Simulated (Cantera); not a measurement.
Input: 1 mol MgCO3, 0.29 mol SO2, 0.17 mol O2, equilibrated at 13.3 mbar.

Cantera equilibrium calculation (NASA polynomials, part measured and part estimated; ideal gas, pure solids and liquids). Candidate condensed phases: C, Mg, MgCO3, MgO, MgS, MgSO4, S; 26 gas species. Mutual solubility and eutectic melting of coexisting phases are not modelled. Equilibrium is a limit: real reactors are often held back by kinetics, nucleation or transport.

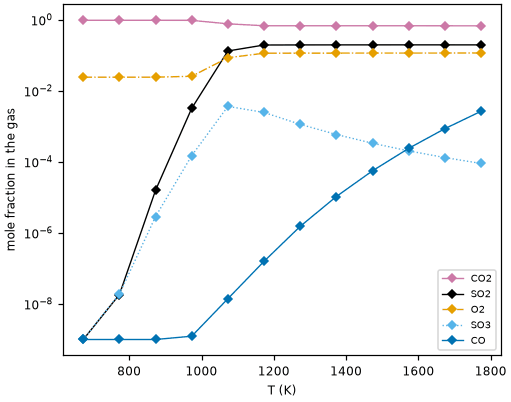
Figure: Equilibrium gas composition (values under 1e-9 drawn at 1e-9)

From 673 K to 1073 K the condensed part is MgO(s) + MgSO4(s). From 1173 K to 1773 K the condensed part is MgO(s).
